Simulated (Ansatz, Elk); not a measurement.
## How far do independent atoms describe RuS3?

The structure of RuS3 used here is made up (a known structure type with other elements) and was relaxed beforehand with PBE. The aim is the Fourier transform of its all-electron density, F(hkl), set beside the sum over free spherical atoms that refinements use.

Program: Elk 11.2.3 (patched build). Level of theory: DFT, PBE, all-electron APW+lo, Dirac cores, scalar-relativistic bands, static density, no spin. Results are calculated unless marked as measured.

The structure was built from a prototype and need not be the compound's stable phase.

### 1. The structure

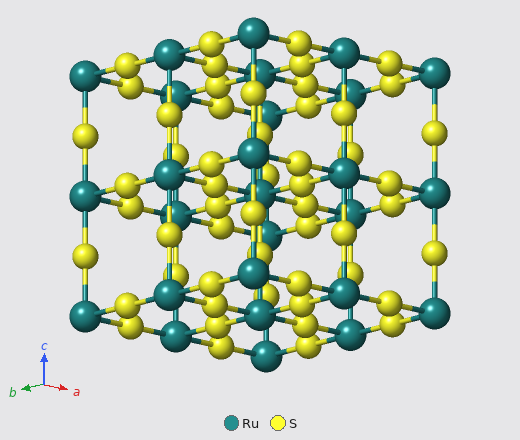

Start, viewed from a free direction; ruthenium teal, sulfur yellow. 2×2×2 cells are drawn. Some periodic images of atoms are drawn too.

### 2. Ground state and structure factors

An all-electron density is needed, since X-rays see the cores too. Task 0 finds the density and task 195 Fourier-transforms it; tshift is off so that phases refer to the origin typed.

The input, elk.in:

```
tasks
  0
  195

xctype
  20

spinpol
  .false.

rgkmax
  7.0

gmaxvr
  14.0

lmaxo
  7

lmaxapw
  8

swidth
  0.002

tshift
  .false.

ramdisk
  .false.

hmaxvr
  5.5

maxscl
  120

epspot
  1e-06

sppath
  './'

avec
  8.77124844807 -0.00000000000 -0.00000000000
  -0.00000000000 8.77124844807 0.00000000000
  -0.00000000000 0.00000000000 8.77124844807

atoms
  2
  'Ru.in'
  1
  0.0000000000 -0.0000000000 0.0000000000   0.000000 0.000000 0.000000
  'S.in'
  3
  0.5000000000 -0.0000000000 0.0000000000   0.000000 0.000000 0.000000
  0.0000000000 0.5000000000 -0.0000000000   0.000000 0.000000 0.000000
  0.0000000000 0.0000000000 0.5000000000   0.000000 0.000000 0.000000

ngridk
  5 5 5
```

Command:

```
> OMP_NUM_THREADS=4 elk
```

Numbers of over 12 decimals in the logs are rounded to 6 here.

Output:

```text
┌─────────────────────────┐
│ Elk code version 11.2.3 │
└─────────────────────────┘

All units are atomic (Hartree, Bohr, etc.)

┌─────────────────────────────────────────────────┐
│ Ground-state run starting from atomic densities │
└─────────────────────────────────────────────────┘

Lattice vectors :
   8.771248448      -0.000000000      -0.000000000
  -0.000000000       8.771248448       0.000000000
  -0.000000000       0.000000000       8.771248448

Reciprocal lattice vectors :
  0.7163387680       0.000000000       0.000000000
   0.000000000      0.7163387680       0.000000000
   0.000000000       0.000000000      0.7163387680

Unit cell volume      :    674.8142393
Brillouin zone volume :   0.3675829569

Muffin-tin inner radius fraction :   0.1000000000E-01

Nuclei treated as point charges

Species : 1 (Ru)
 parameters loaded from : Ru.in
 name : ruthenium
 nuclear charge    :   -44.00000000
 electronic charge :    44.00000000
 atomic mass :    184239.3393
 muffin-tin radius :    2.348463121
 number of radial points in muffin-tin :   1193
 inner part over the whole radius :   0.9991267090E-02
 number on inner part of muffin-tin    :    847
 approximate nuclear radius :   0.8462081736E-04
 number of mesh points to nuclear radius :    424
 atomic positions (lattice), magnetic fields (Cartesian) :
  1 :   0.00000000  0.00000000  0.00000000    0.00000000  0.00000000  0.00000000

Species : 2 (S)
 parameters loaded from : S.in
 name : sulphur
 nuclear charge    :   -16.00000000
 electronic charge :    16.00000000
 atomic mass :    58450.91931
 muffin-tin radius :    1.987161103
 number of radial points in muffin-tin :    793
 inner part over the whole radius :   0.9815013658E-02
 number on inner part of muffin-tin    :    552
 approximate nuclear radius :   0.6195814986E-04
 number of mesh points to nuclear radius :    252
 atomic positions (lattice), magnetic fields (Cartesian) :
  1 :   0.50000000  0.00000000  0.00000000    0.00000000  0.00000000  0.00000000
  2 :   0.00000000  0.50000000  0.00000000    0.00000000  0.00000000  0.00000000
  3 :   0.00000000  0.00000000  0.50000000    0.00000000  0.00000000  0.00000000

Total number of atoms per unit cell :    4
Total muffin-tin volume :    152.8623161
 ratio of muffin-tin to unit cell volume :   0.2265250304

Spin treatment :
 spin-unpolarised

Number of Bravais lattice symmetries :   48
Number of crystal symmetries         :   48
Crystal has inversion symmetry
Real symmetric eigensolver will be used

k-point grid :      5     5     5
k-point offset :    0.000000000       0.000000000       0.000000000
k-point set is reduced with full crystal symmetry group
Total number of k-points :       10

Muffin-tin radius times maximum |G+k| :    7.000000000
 using average radius
Maximum |G+k| for APW functions       :    3.369456138
Maximum (1/2)|G+k|²                   :    5.676617332
Maximum |G| for potential and density :    14.00000000
Constant for pseudocharge density :    8
 order of it for each species :   15  15
 order of it for pair densities of each species (exact exchange by exxq0 0: 16) :   13   8
Radial integration step length :    1

G-vector grid sizes :     40    40    40
Number of G-vectors :    31343

Maximum angular momentum used for
 APW functions            :    8
 outer part of muffin-tin :    7
 inner part of muffin-tin :    2

Total nuclear charge    :   -92.00000000
Total core charge       :    58.00000000
Total valence charge    :    34.00000000
Total excess charge     :    0.000000000
Total electronic charge :    92.00000000

Effective Wigner radius, rₛ :    1.205320659

Number of empty states         :     16
Total number of valence states :     34
Total number of core states    :     58

Third-order local-orbitals added for an l without core states : T
Total number of local-orbitals :     33

Exchange-correlation functional :     20     0     0
 Perdew-Burke-Ernzerhof, Phys. Rev. Lett. 77, 3865 (1996)
 gradient requirement :    1
[...]
xc potential                :     -243.73976763208
 exchange                    :     -205.65734971233
 correlation                 :     -4.190879
 electron entropic           :    -0.17316884783474E-02
 total energy                :     -5729.7684877177

Density of states at Fermi energy :    130.0778465
 (states/Hartree/unit cell)

Estimated indirect band gap :   0.3449703913E-03
 from k-point 1 to k-point 2
Estimated direct band gap   :   0.6043830877E-02
 at k-point 2

Charges :
 core                        :    58.00000000
 valence                     :    34.00000000
 interstitial                :    9.092359208
 muffin-tins (core leakage)
  species : 1 (Ru)
   atom 1                    :    40.46168219     (  0.1232075419E-07)
  species : 2 (S)
   atom 1                    :    14.14865287     (  0.2865642247E-03)
[...]
total in muffin-tins        :    82.90764079
 total calculated charge     :    91.99868414
 total charge                :    92.00000000
 error                       :   0.1315858471E-02

RMS change in Kohn-Sham potential (target) :   0.5548803517     (  0.1000000000E-05)
Absolute change in total energy (target)   :   0.5046809344     (  0.1000000000E-03)

[... loops 3 to 14 left out ...]

┌──────────────────┐
│ Loop number : 15 │
└──────────────────┘

Energies :
 Fermi                       :     0.113709
 sum of occupied eigenvalues :     -3387.1346488880
 electron kinetic            :      5917.6089467187
 core electron kinetic       :      5747.3057751622
 Coulomb                     :     -11436.355521438
 Coulomb potential           :     -9030.9848101117
 nuclear-nuclear             :     -511.44506727173
 electron-nuclear            :     -12828.218131721
 Hartree                     :      1903.3076775550
 Madelung                    :     -6920.8631163823
 xc potential                :     -273.75878549496
 exchange                    :     -206.39154656769
 correlation                 :     -4.211472
 electron entropic           :    -0.26022086830742E-02
 total energy                :     -5729.3521956772

Density of states at Fermi energy :    194.3194930
 (states/Hartree/unit cell)

Estimated indirect band gap :   0.3070812494E-02
 from k-point 4 to k-point 6
Estimated direct band gap   :   0.1108168841E-01
 at k-point 5

Charges :
 core                        :    58.00000000
 valence                     :    34.00000000
 interstitial                :    8.460312485
 muffin-tins (core leakage)
  species : 1 (Ru)
[...]
species : 2 (S)
[...]
total in muffin-tins        :    83.53968751
 total calculated charge     :    91.99842443
 total charge                :    92.00000000
 error                       :   0.1575566915E-02

RMS change in Kohn-Sham potential (target) :   0.2831479208E-06 (  0.1000000000E-05)
Absolute change in total energy (target)   :   0.1357460860E-05 (  0.1000000000E-03)

Convergence targets achieved

┌──────────────────┐
│ Loop number : 16 │
└──────────────────┘

Energies :
 Fermi                       :     0.113709
 sum of occupied eigenvalues :     -3387.1346514108
 electron kinetic            :      5917.6089518386
 core electron kinetic       :      5747.3057771137
 Coulomb                     :     -11436.355530598
 Coulomb potential           :     -9030.9847940042
 nuclear-nuclear             :     -511.44506727173
 electron-nuclear            :     -12828.218166229
 Hartree                     :      1903.3077029033
 Madelung                    :     -6920.8631335955
 xc potential                :     -273.75880924522
 exchange                    :     -206.39154710867
 correlation                 :     -4.211472
 electron entropic           :    -0.26022080988324E-02
 total energy                :     -5729.3522002786

Density of states at Fermi energy :    194.3195260
 (states/Hartree/unit cell)

Estimated indirect band gap :   0.3070808961E-02
 from k-point 4 to k-point 6
Estimated direct band gap   :   0.1108170264E-01
 at k-point 5

Charges :
 core                        :    58.00000000
 valence                     :    34.00000000
 interstitial                :    8.460311964
 muffin-tins (core leakage)
  species : 1 (Ru)
[...]
species : 2 (S)
   atom 1                    :    13.78296226     (  0.2864443078E-03)
   atom 2                    :    13.78296226     (  0.2864443078E-03)
   atom 3                    :    13.78296226     (  0.2864443078E-03)
 total in muffin-tins        :    83.53968804
 total calculated charge     :    91.99842443
 total charge                :    92.00000000
 error                       :   0.1575567024E-02

┌──────────────────────────────┐
│ Self-consistent loop stopped │
└──────────────────────────────┘

Warning : core states of species 2 leak from the muffin-tin :   0.2864443078E-03

Wrote STATE.OUT
```

Wall time 15 s (4 threads of Arm Neoverse V2, shared host); peak memory 0.16 GiB.

SFACRHO.OUT:

```text

h k l indices transformed by vhmat matrix:
   1.000000000       0.000000000       0.000000000    
   0.000000000       1.000000000       0.000000000    
   0.000000000       0.000000000       1.000000000    

      h      k      l  multipl.   |H|            Re(F)            Im(F)           |F|

      0      0      0      1   0.0000000       91.999999     -0.14973360E-16   91.999999    
      0     -1      0      6  0.71633877       54.275433     -0.13990032E-14   54.275433    
     -1      0      1     12   1.0130560       25.055072      0.12876902E-15   25.055072    
      1      1      1      8   1.2407351      0.99276054      0.36011926E-14  0.99276054    
      0      0     -2      6   1.4326775       66.219231      0.24617125E-14   66.219231    
     -1      0     -2     24   1.6017822       42.722000      0.11731374E-14   42.722000    
     -1      1     -2     24   1.7546645       21.731021      0.22783533E-14   21.731021    
      2      2      0     12   2.0261120       56.445322     -0.43986611E-14   56.445322    
      2     -2      1     24   2.1490163       37.434897      0.10595027E-14   37.434897    
      0      0      3      6   2.1490163       37.666998      0.29108866E-14   37.666998    
     -3      1      0     24   2.2652621       19.676084     -0.21018562E-14   19.676084    
     -1     -1     -3     24   2.3758269       2.5975874     -0.51149853E-14   2.5975874    
      2     -2     -2      8   2.4814703       51.109984      0.19781396E-14   51.109984    
     -2     -3      0     24   2.5827962       34.226943     -0.97715442E-15   34.226943    
     -2      1      3     48   2.6802942       17.931290      0.58367047E-14   17.931290    
      4      0      0      6   2.8653551       47.496107     -0.36848902E-14   47.496107    
      3      2     -2     24   2.9535404       31.859200      0.27547037E-14   31.859200    
     -4      0     -1     24   2.9535404       31.827491      0.27630368E-14   31.827491
```

Elk indexes on the primitive cell of elk.in and gives |H| = 4π sin θ/λ in inverse bohr. Below, one row stands for each form hkl of the conventional cell (m members, Friedel mates merged), F is for one primitive cell and the density is static (no thermal factor). Free-atom factors are Waasmaier and Kirfel's, and R is Σm||F|−|F'||/Σm|F|.

| hkl | m | sin θ/λ (Å⁻¹) | abs F, DFT | neutral atoms | diff. |
| --- | --- | --- | --- | --- | --- |
| 100 | 6 | 0.108 | 54.275 | 54.290 | -0.015 |
| 110 | 12 | 0.152 | 25.055 | 25.317 | -0.262 |
| 111 | 8 | 0.187 | 0.993 | 1.414 | -0.421 |
| 200 | 6 | 0.215 | 66.219 | 66.353 | -0.134 |
| 210 | 24 | 0.241 | 42.722 | 42.957 | -0.235 |
| 211 | 24 | 0.264 | 21.731 | 21.984 | -0.253 |
| 220 | 12 | 0.305 | 56.445 | 56.554 | -0.109 |
| 221 | 24 | 0.323 | 37.435 | 37.520 | -0.085 |
| 300 | 6 | 0.323 | 37.667 | 37.520 | +0.147 |
| 310 | 24 | 0.341 | 19.676 | 19.572 | +0.105 |
| 311 | 24 | 0.357 | 2.598 | 2.496 | +0.102 |
| 222 | 8 | 0.373 | 51.110 | 51.103 | +0.007 |
| 320 | 24 | 0.388 | 34.227 | 34.135 | +0.092 |
| 321 | 48 | 0.403 | 17.931 | 17.812 | +0.119 |

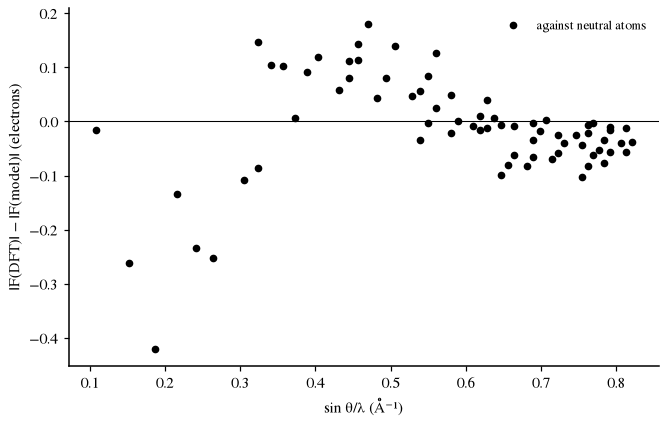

Difference between the calculated structure factors and the independent-atom ones.

### 3. The highest occupied states alone

An energy window below the Fermi level keeps the highest occupied states, to see at which angles they scatter; shallow core shells can lie inside it and anion s states outside. No new self-consistency is needed.

elk.in: that of step 2 with these lines changed.

```diff
@@ -1,3 +1,2 @@
 tasks
-  0
   195
@@ -40,2 +39,5 @@
 
+wsfac
+  -0.437530 0.413710
+
 sppath
```

Command:

```
> OMP_NUM_THREADS=4 elk
```

Output:

```text
┌─────────────────────────────────┐
│ Elk code version 11.2.3 started │
└─────────────────────────────────┘

Info(readinput): the functional depends on the density's gradient
 muffin-tin radial points multiplied by    2.00000
 (not where nrmtscf is given)

┌────────────────────┐
│ Current task : 195 │
└────────────────────┘
Info(checkmt): changed muffin-tin radius of species 1 (Ru) from   2.6000 to   2.3485
Info(checkmt): changed muffin-tin radius of species 2 (S) from   2.2000 to   1.9872

Info(sfacrho): density structure factors written to SFACRHO.OUT

 Energy window :  -0.4375300000      0.4137100000

┌──────────────────┐
│ Elk code stopped │
└──────────────────┘
```

Elapsed: 7.2 s, on 4 threads; peak memory 0.16 GiB; 8.3 s of CPU time.

States within 15 eV below the Fermi level hold 26.00 electrons; any levels below the window count with the cores. Their amplitudes can exceed the total, where window and core parts have opposite phase:

| hkl | sin θ/λ (Å⁻¹) | abs F, window | abs F, all |
| --- | --- | --- | --- |
| 100 | 0.108 | 9.642 | 54.275 |
| 110 | 0.152 | 1.002 | 25.055 |
| 111 | 0.187 | 3.228 | 0.993 |
| 200 | 0.215 | 6.410 | 66.219 |
| 210 | 0.241 | 2.594 | 42.722 |
| 211 | 0.264 | 0.603 | 21.731 |
| 220 | 0.305 | 1.470 | 56.445 |
| 221 | 0.323 | 0.709 | 37.435 |
| 300 | 0.323 | 0.928 | 37.667 |
| 310 | 0.341 | 0.587 | 19.676 |

(Continued in part 2 of 2.)

[Logs are printed without paths, hosts, clocks, repeated set-up lines and the standing remarks that a program may print on its own settings, such as how far it seeks lower states.]

[Hosts, paths, dates, database ids (printed as entryN), source tags and the programs' standing remarks are cut or masked in the printed files.]
